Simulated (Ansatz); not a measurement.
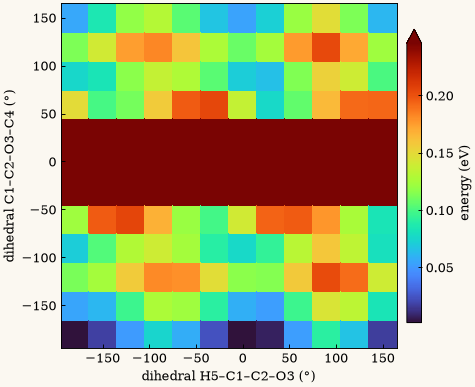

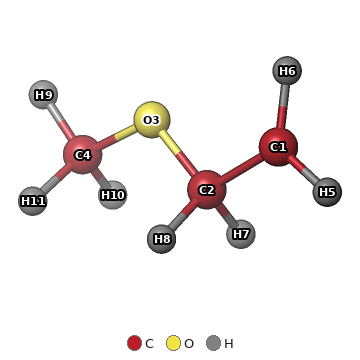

Energy landscape of C₃H₇O, SMILES [CH2]COC, spin multiplicity 2. First axis: dihedral H5–C1–C2–O3. Second axis: dihedral C1–C2–O3–C4. Nothing is relaxed (all other coordinates rigid). The scan uses a 12 × 12 grid. Energies are in eV, from the relaxed molecule at the same level. Energies and slopes of some neighbouring points disagree (a jump in structure or state, or too coarse a mesh). Computed with UKS CAM-B3LYP-D4/def2-SVP (Ansatz 0.2.0).

In the figure: one coloured cell a grid point, one colour for all values above the top of the scale. The second picture is the structure at the lowest point.

Question: Summarise what can be read from the map.

Answer: The lowest grid point is at dihedral H5–C1–C2–O3 = −180°, dihedral C1–C2–O3–C4 = −180°, 0.0017 eV from the relaxed molecule at the same level. Other grid points that lie below all their neighbours: dihedral H5–C1–C2–O3 = 0°, dihedral C1–C2–O3–C4 = −180° (0.0008 eV higher); dihedral H5–C1–C2–O3 = 30°, dihedral C1–C2–O3–C4 = 90° (0.064 eV higher); dihedral H5–C1–C2–O3 = −180°, dihedral C1–C2–O3–C4 = −90° (0.069 eV higher). The highest grid point, dihedral H5–C1–C2–O3 = 0°, dihedral C1–C2–O3–C4 = 0°, lies 0.681 eV above the lowest. At the highest point the unbonded atoms C4···H5 come to 1.99 Å, against 4.54 Å at the lowest; the sum of their van der Waals radii is about 3.0 Å.

The input of one point:

```yaml
crystal:
  periodic: [false, false, false]
  atoms:
    - { symbol: C, position_ang: [-1.194553, 1.374272, -0.683797] }
    - { symbol: C, position_ang: [-0.478481, 0.41593, 0.185421] }
    - { symbol: O, position_ang: [-0.783389, 0.662317, 1.527026] }
    - { symbol: C, position_ang: [-0.144595, -0.20299, 2.412442] }
    - { symbol: H, position_ang: [-1.06365, 1.316243, -1.765315] }
    - { symbol: H, position_ang: [-1.924794, 2.063651, -0.257404] }
    - { symbol: H, position_ang: [-0.7376, -0.632206, -0.092314] }
    - { symbol: H, position_ang: [0.62477, 0.489281, 0.021605] }
    - { symbol: H, position_ang: [-0.442663, 0.072532, 3.433218] }
    - { symbol: H, position_ang: [-0.427664, -1.260285, 2.237543] }
    - { symbol: H, position_ang: [0.959218, -0.133416, 2.33774] }
magnetization:
  spin_polarized: true
  initial_magnetization: 1
basis:
  gaussian: { orbitals: def2-SVP }
hamiltonian:
  xc: { name: CAM-B3LYP }
  dispersion: d4
output:
  forces: true
```

Each point was launched as `ansatz run input.yaml --threads 1 --pin off --max-ram 2560MiB --backend cpu --events-out ev --progress --plain --runs-dir out`. Time for the 144 points that were run: 15 min on 1 thread of Arm Neoverse V1 (shared host).
